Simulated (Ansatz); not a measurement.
C2H3BZn

Input file:

```
crystal:
  periodic: [false, false, false]
  atoms:
    - symbol: C
      position_ang: [-1.732876, 0.272816, 0.327603]
    - symbol: C
      position_ang: [-0.616864, 0.783377, 0.456838]
    - symbol: B
      position_ang: [-3.092244, -0.349239, 0.170006]
    - symbol: Zn
      position_ang: [1.102920, 1.569275, 0.654796]
    - symbol: H
      position_ang: [-3.834578, -0.438277, 1.116842]
    - symbol: H
      position_ang: [-3.450588, -0.763979, -0.904754]
    - symbol: H
      position_ang: [2.487485, 2.201753, 0.813919]
basis:
  gaussian:
    orbitals: def2-TZVPD
hamiltonian:
  xc: pbe0
output: {forces: true, orbitals: {seedname: orbitals}}
```

Run with:

```sh
ansatz run input.yaml --threads 2 --pin off --max-ram 4350MiB --events-out events.jsonl --progress --plain --runs-dir runs
```

Geometry: B3LYP-D3(BJ)/def2-SVP.

These are results of Ansatz, isolated molecule in a Gaussian basis; Kohn-Sham density functional theory, functional PBE0, not measurements.

**What can the converged electron density and electron localisation function tell about the bonding?**

C–C (1.23 Å): the density is about 2.8 e/Å³ at the midpoint; the ELF peaks at about 0.85 between the atoms: a multiple bond.
C–B (1.50 Å): the density is about 1.5 e/Å³ at the midpoint; the ELF peaks at about 0.95 between the atoms; localised, covalent bonding.
C–Zn (1.90 Å): ρ at the midpoint is about 0.81 e/Å³; the ELF peaks at about 0.90 in the valence shell of C, 0.7 Å from its nucleus, and is about 0.35 at the midpoint.
B–H (1.21 Å): ρ at the midpoint is about 1.3 e/Å³; the ELF climbs to about 1 towards the hydrogen, as it does in any bond to H; a covalent bond by its length.

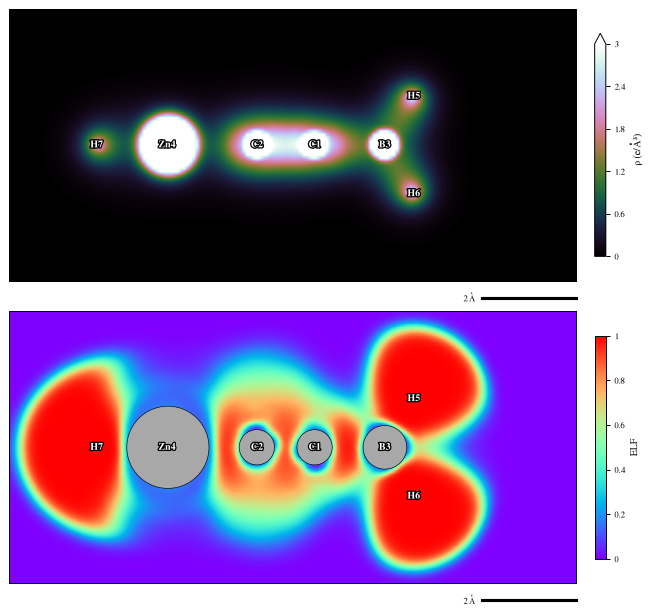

Computed electron density and electron localisation function on the molecular plane, in this order. Grey discs cover the atomic cores in the ELF map. 
